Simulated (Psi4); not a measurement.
**doublet InH5S− at 3 levels**

We compute a comparison of 3 runs (U-wB97X-V/def2-SVPD, UDSD-PBEP86/def2-SVPD, UMP3/def2-SVPD) of doublet InH5S−. 

The calculation is run with Psi4 1.11.

## (1) The system as given

InH5S−: 7 atoms, total charge -1, spin state doublet. As SMILES of the parent species, `[H][In]([H])([H])<-[SH2]`. The shape comes from GFN2-xTB, which is rough for such elements, and wasn't checked as a minimum. That shape belongs to the parent species and isn't relaxed for this state.

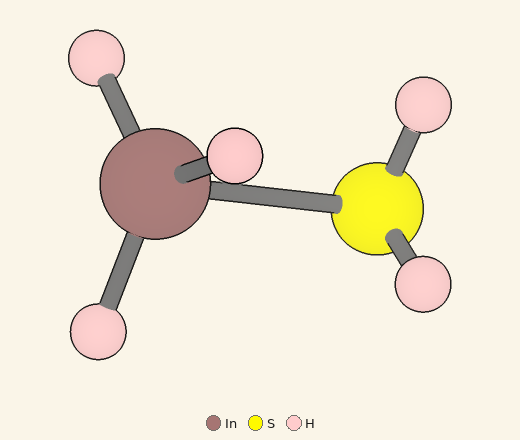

Viewed from a chosen angle; indium brown, sulfur yellow, hydrogen pink.

## (2) A single-point energy at U-wB97X-V/def2-SVPD (core potential) (run 1)

run.py

```python
import psi4

psi4.set_memory('1600 MB')
psi4.set_num_threads(1)
psi4.core.set_output_file('run.log', False)

m = psi4.geometry("""
-1 2
In     0.135580    -0.224710    -1.100160
S      0.147580    -0.258030     1.612090
H      0.509110     1.023740     1.648870
H     -1.148820     0.047740     1.637400
H      1.807850    -0.181210    -1.344390
H     -0.720900     1.249210    -1.112410
H     -0.730410    -1.656740    -1.341400
units angstrom
symmetry c1
""")

options = {'reference': 'uks', 'puream': True, 'e_convergence': 1e-09, 'd_convergence': 1e-08, 'scf_type': 'pk', 'dft_radial_points': 99, 'dft_spherical_points': 590, 'maxiter': 200}
psi4.set_options(options)

E = psi4.energy("wb97x-v/def2-SVPD", molecule=m)
print(f'wb97x-v/def2-SVPD energy: {E:.10f} Eh')
```

The run is started by

```console
$ python run.py
```

run.log:

```text
[...]
    !!!  WARNING: ECP capability is in beta. Please check occupations closely.  !!!
[...]
  Running in c1 symmetry.
[...]
  Nuclear repulsion =  114.580463889091533
[...]
  Multiplicity = 2
[...]
  Nalpha       = 22
  Nbeta        = 21
[...]
    Number of basis functions: 99
[...]
   @UKS iter   1:  -590.80824541720983   -7.80626e-01   5.26732e-03 ADIIS/DIIS
[...]
   @UKS iter  21:  -591.05076026071060   -1.97815e-11   4.65121e-09 DIIS
[...]
   @S^2 Observed:                7.512319595E-01
[...]
  @UKS Final Energy:  -591.05076026071060
   => Energetics <=
    Nuclear Repulsion Energy =            114.5804638890915328
    One-Electron Energy =               -1122.2023138280410421
    Two-Electron Energy =                 448.1047088198113784
    DFT Exchange-Correlation Energy =     -31.7000887206476101
    Empirical Dispersion Energy =           0.0000000000000000
    VV10 Nonlocal Energy =                  0.1664695790751934
    Total Energy =                       -591.0507602607106037
[...]
 Multipole Moments:
 ------------------------------------------------------------------------------------
     Multipole            Electronic (a.u.)      Nuclear  (a.u.)        Total (a.u.)
 ------------------------------------------------------------------------------------
 L = 1.  Multiply by 2.5417464519 to convert [e a0] to [Debye]
 Dipole X            :          1.4826569           -1.1477355            0.3349214
 Dipole Y            :         -2.3104385            1.7387936           -0.5716449
 Dipole Z            :        -45.6236628           43.5021359           -2.1215268
 Magnitude           :                                                    2.2225720
[...]
```

Standard output:

```text
wb97x-v/def2-SVPD energy: -591.0507602607 Eh
```

It took 3.4 min on 1 thread of Intel Xeon Platinum 8375C at 2.90GHz (Ice Lake), shared host; peak memory 0.86 GiB.

## (3) The energy at UDSD-PBEP86/def2-SVPD (core potential, density fitting for correlation) (run 2)

calc.dat

```
memory 1600 mb

molecule {
  -1 2
  In
  S 1 2.712481
  H 2 1.332288 1 90.97331
  H 2 1.332212 3 92.44863 1 -90.7226
  H 1 1.69057 2 98.07063 4 165.33113
  H 1 1.704743 5 118.27386 2 95.6952
  H 1 1.690812 5 120.51811 6 160.34106
  units angstrom
  symmetry c1
  no_reorient
  no_com
}

set {
  basis                def2-SVPD
  reference            uks
  puream               true
  e_convergence        1e-09
  d_convergence        1e-08
  scf_type             pk
  dft_radial_points    99
  dft_spherical_points 590
  num_frozen_docc      9
  maxiter              200
}

e, wfn = energy("dsd-pbep86", return_wfn=True)
print_variables()
```

The run is started by

```console
$ psi4 -n 1 calc.dat calc.out
```

calc.out:

```text
[...]
    !!!  WARNING: ECP capability is in beta. Please check occupations closely.  !!!
[...]
  Running in c1 symmetry.
[...]
  Nuclear repulsion =  114.580469478934290
[...]
  Multiplicity = 2
[...]
  Nalpha       = 22
  Nbeta        = 21
[...]
    Number of basis functions: 99
[...]
   @UKS iter   1:  -589.94811830016306   -7.58706e-01   5.12124e-03 DIIS/ADIIS
[...]
   @UKS iter  19:  -590.19079915878910   -1.81899e-11   5.66919e-09 DIIS
[...]
   @S^2 Observed:                7.515471667E-01
[...]
  @UKS Final Energy:  -590.19079915878910
   => Energetics <=
    Nuclear Repulsion Energy =            114.5804694789342904
    One-Electron Energy =               -1122.0052839620086615
    Two-Electron Energy =                 429.9360181198658211
    DFT Exchange-Correlation Energy =     -12.7020027955805794
    Empirical Dispersion Energy =           0.0000000000000000
    VV10 Nonlocal Energy =                  0.0000000000000000
    Total Energy =                       -590.1907991587891047
[...]
 Multipole Moments:
 ------------------------------------------------------------------------------------
     Multipole            Electronic (a.u.)      Nuclear  (a.u.)        Total (a.u.)
 ------------------------------------------------------------------------------------
 L = 1.  Multiply by 2.5417464519 to convert [e a0] to [Debye]
 Dipole X            :         -2.4033775            1.9065378           -0.4968397
 Dipole Y            :          2.3099165           -1.8241814            0.4857351
 Dipole Z            :        -45.6487838           43.4719877           -2.1767960
 Magnitude           :                                                    2.2850010
[...]
```

It took 54 s on 1 thread of Intel Xeon Platinum 8375C at 2.90GHz (Ice Lake), shared host; peak memory 0.76 GiB.

## (4) The energy at UMP3/def2-SVPD (core potential) (run 3)

calc.py

```python
import psi4

psi4.set_memory('1600 MB')
psi4.set_num_threads(1)
psi4.set_output_file('psi4.out', False)

mol = psi4.geometry("""
-1 2
In     0.25620907    -0.42464036    -2.07900109
S      0.27888578    -0.48760603     3.04640859
H      0.96207847     1.93458822     3.11591272
H     -2.17095517     0.09021553     3.09423756
H      3.41634137    -0.34243727    -2.54052890
H     -1.36230356     2.36066477    -2.10215024
H     -1.38027486    -3.13078486    -2.53487862
units bohr
symmetry c1
""")

psi4.set_options({
    'basis': 'def2-SVPD',
    'reference': 'uhf',
    'puream': True,
    'e_convergence': 1e-09,
    'd_convergence': 1e-08,
    'scf_type': 'pk',
    'num_frozen_docc': 9,
    'maxiter': 200,
    'mp_type': 'conv',
})

result = psi4.energy('mp3')
print('E =', round(result, 9))
```

The run is started by

```console
$ python calc.py
```

psi4.out:

```text
[...]
  Running in c1 symmetry.
[...]
  Nuclear repulsion =  114.580463974920491
[...]
  Multiplicity = 2
[...]
  Nalpha       = 22
  Nbeta        = 21
[...]
    Number of basis functions: 99
[...]
   @UHF iter   1:  -589.23893973795180   -8.20066e-01   4.47713e-03 ADIIS/DIIS
[...]
   @UHF iter  26:  -589.43661873727797   -1.60298e-11   5.80174e-09 DIIS
[...]
   @S^2 Observed:                7.517080733E-01
[...]
  @UHF Final Energy:  -589.43661873727797
   => Energetics <=
    Nuclear Repulsion Energy =            114.5804639749204910
    One-Electron Energy =               -1121.6128223060818527
    Two-Electron Energy =                 417.5957395938834225
    Total Energy =                       -589.4366187372779677
  UHF NO Occupations:
  HONO-2 :   20  A 1.9997595
  HONO-1 :   21  A 1.9997432
[...]
 Multipole Moments:
 ------------------------------------------------------------------------------------
     Multipole            Electronic (a.u.)      Nuclear  (a.u.)        Total (a.u.)
 ------------------------------------------------------------------------------------
 L = 1.  Multiply by 2.5417464519 to convert [e a0] to [Debye]
 Dipole X            :          1.5223410           -1.1477356            0.3746054
 Dipole Y            :         -2.3807342            1.7387936           -0.6419405
 Dipole Z            :        -45.7629059           43.5021359           -2.2607700
 Magnitude           :                                                    2.3798105
[...]
	SCS-MP2 Total Energy (a.u.)        :  -589.72977655685486
	SOS-MP2 Total Energy (a.u.)        :  -589.73095668939141
[...]
	SOS-PI-MP2 Total Energy (a.u.)     :  -589.75359807032316
[...]
	MP2 Total Energy (a.u.)            :  -589.72741629178188
[...]
	SCS-MP3 Total Energy (a.u.)        :  -589.73904903892617
[...]
	MP3 Total Energy (a.u.)            :  -589.76450622006723
[...]
```

The script printed:

```text
E = -589.76450622
```

It took 41 s on 1 thread of Intel Xeon Platinum 8375C at 2.90GHz (Ice Lake), shared host; peak memory 0.78 GiB.

## (5) All runs side by side

```tsv
run	level	frozen core orbitals	fitting correlation	energy (Eh)	HOMO energy (eV)	LUMO energy (eV)	⟨S²⟩	wall time
1	U-wB97X-V/def2-SVPD (core potential)	0	–	-591.050760	0.77	4.09	0.751	3.4 min
2	UDSD-PBEP86/def2-SVPD (core potential, density fitting for correlation)	9	density fitting	-590.349828	1.26	3.66	0.752	54 s
3	UMP3/def2-SVPD (core potential)	9	none	-589.764506	1.12	4.13	0.752	41 s
```

## (6) Results

| quantity | value |
| --- | --- |
| run 3: total energy | -589.76451 Eh |
| run 3: HOMO energy (Hartree–Fock orbitals) (highest over α and β) | 1.12 eV |
| run 3: LUMO energy (Hartree–Fock orbitals) (lowest over α and β) | 4.13 eV |
| run 3: correlation energy (9 core orbitals frozen) | -327.9 mEh |
| run 3: ⟨S²⟩ of the reference determinant | 0.752 |

In words: Totals of different functionals can't be ranked against each other. In runs 1, 2, 3 the HOMO lies above zero, so the outermost electron may be held by the basis alone. All runs together took 5 min, the longest 3.4 min.
